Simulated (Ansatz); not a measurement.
# [BPH5]− (SMILES [BH3-]P) at CCSD/STO-3G

What is the vertical ionisation energy of [BPH5]− at CCSD/STO-3G? 

Program for the calculation: Ansatz 0.2.0.

1 further run of the same task is left out (set aside as unsound or not needed).

**1. The molecule**

The species is [BPH5]− (7 atoms), meant as a singlet with charge -1. As SMILES, `[BH3-]P`. The shape is that of a GFN2-xTB optimisation.

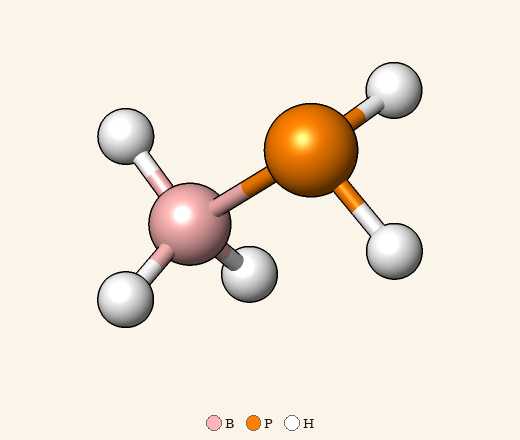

Viewed from a chosen angle; boron pink, phosphorus orange, hydrogen white.

**2. The energy at CCSD/STO-3G**

File molecule.yaml:

```yaml
basis:
  gaussian:
    orbitals: STO-3G
crystal:
  periodic: [false, false, false]
  atoms:
    - {symbol: B, position_ang: [-0.506120, -0.519900, -0.363840]}
    - {symbol: P, position_ang: [0.697480, 0.300190, 0.995330]}
    - {symbol: H, position_ang: [-1.584360, -0.644230, 0.174420]}
    - {symbol: H, position_ang: [-0.027360, -1.601150, -0.627340]}
    - {symbol: H, position_ang: [-0.557520, 0.205550, -1.330350]}
    - {symbol: H, position_ang: [0.219110, 1.599520, 0.971100]}
    - {symbol: H, position_ang: [1.758760, 0.660030, 0.180690]}
correlation:
  method: ccsd
  frozen_orbitals: {B: 1, H: 0, P: 5}
accuracy: high
scf:
  omitted_lower_state_checks: [cluster_reference, increment]
total_charge: -1
```

Command:

```bash
$ ansatz run molecule.yaml --threads 1 --pin off --max-ram 2610MiB --events-out events.jsonl --progress --plain --runs-dir runs
```

Log (excerpt; [...] marks lines left out):

```text
Warning: RAYON_NUM_THREADS=1 ignored (pool sized by the plan → 1); use --threads N
Functional definition: HF
  name "HF"
[...]
333 factors; integrals over basis functions are off by at most 1.1e-8 eV
[...]
mean field -9906.93713203 eV, -364.0732244390 hartree, gradient 4.4e-8 eV, S^2 0.000000; 0 other end points of the search recorded, 0 dependent functions left out
6 core orbitals not correlated: weight in the atoms' cores, before any rotation towards them, 1.000 or more for the frozen orbitals, at most 0.000 for the correlated occupied ones
reference -9906.93713203 eV, -364.0732244390 hartree; 7, 7 occupied and 6, 6 virtual orbitals, 333 factors
second order -2.08888980 eV of doubles, -0.00000000 eV of singles
cycle   1  -2.66545010 eV  change   -5.8e-1 eV  update   5.9e-2
[...]
cycle  17  -2.96929475 eV  change  -8.7e-10 eV  update  3.3e-10
Total energy: -9909.90642678 eV, -364.1823440082 hartree
Checks for a lower state left out: cluster_reference, increment
```

Run time: 0.12 s. Hardware: 1 thread of Arm Neoverse V2, shared host.

**3. Doublet neutral BPH5, same level**

File in.yaml:

```yaml
crystal:
  periodic: [false, false, false]
  atoms:
    - {symbol: B, position_ang: [-0.506120, -0.519900, -0.363840]}
    - {symbol: P, position_ang: [0.697480, 0.300190, 0.995330]}
    - {symbol: H, position_ang: [-1.584360, -0.644230, 0.174420]}
    - {symbol: H, position_ang: [-0.027360, -1.601150, -0.627340]}
    - {symbol: H, position_ang: [-0.557520, 0.205550, -1.330350]}
    - {symbol: H, position_ang: [0.219110, 1.599520, 0.971100]}
    - {symbol: H, position_ang: [1.758760, 0.660030, 0.180690]}
basis:
  gaussian:
    orbitals: STO-3G
accuracy: high
magnetization:
  spin_polarized: true
  initial_magnetization: 1
correlation:
  method: ccsd
  frozen_orbitals: {B: 1, H: 0, P: 5}
scf:
  omitted_lower_state_checks: [cluster_reference, increment]
```

Command:

```bash
$ ansatz run in.yaml --threads 1 --pin off --max-ram 2610MiB --events-out events.jsonl --progress --plain --runs-dir runs
```

Log (excerpt; [...] marks lines left out):

```text
Warning: RAYON_NUM_THREADS=1 ignored (pool sized by the plan → 1); use --threads N
[... 2 set-up lines as earlier in the session ...]
[...]
332 factors; integrals over basis functions are off by at most 1.1e-8 eV
[...]
mean field -9907.89956345 eV, -364.1085931411 hartree, gradient 9.0e-8 eV, S^2 0.756756; 0 other end points of the search recorded, 0 dependent functions left out
6 core orbitals not correlated: weight in the atoms' cores, before any rotation towards them, 1.000 or more for the frozen orbitals, at most 0.000 for the correlated occupied ones
reference -9907.89956345 eV, -364.1085931411 hartree; 7, 6 occupied and 6, 7 virtual orbitals, 332 factors
second order -2.03939828 eV of doubles, -0.00000000 eV of singles
cycle   1  -2.62824782 eV  change   -5.9e-1 eV  update   6.2e-2
[...]
cycle  24  -2.95756804 eV  change  -9.1e-10 eV  update  9.5e-10
Total energy: -9910.85713148 eV, -364.2172817617 hartree
Checks for a lower state left out: cluster_reference, increment
```

It took 0.18 s on 1 thread of Arm Neoverse V2, shared host.

**4. Outcome**

At CCSD/STO-3G, 6 core orbitals frozen:

| quantity | value |
| --- | --- |
| singlet [BPH5]−: total energy | -364.18234 Eh |
| singlet [BPH5]−: correlation energy (6 core orbitals frozen) | -109.1 mEh |
| singlet [BPH5]−: T1 diagnostic | 0.006 |
| doublet neutral BPH5: total energy | -364.21728 Eh |
| doublet neutral BPH5: correlation energy (6 core orbitals frozen) | -108.7 mEh |
| doublet neutral BPH5: ⟨S²⟩ of the reference determinant | 0.757 |
| doublet neutral BPH5: T1 diagnostic | 0.011 |
| vertical detachment energy (to the doublet neutral) | -0.951 eV |

What this shows: The species is unbound against losing an electron at this level, by 0.95 eV (−21.9 kcal/mol); missing correlation or diffuse functions can give that sign where the real anion is bound. In a minimal basis such a difference can be off by several eV, whatever the method.
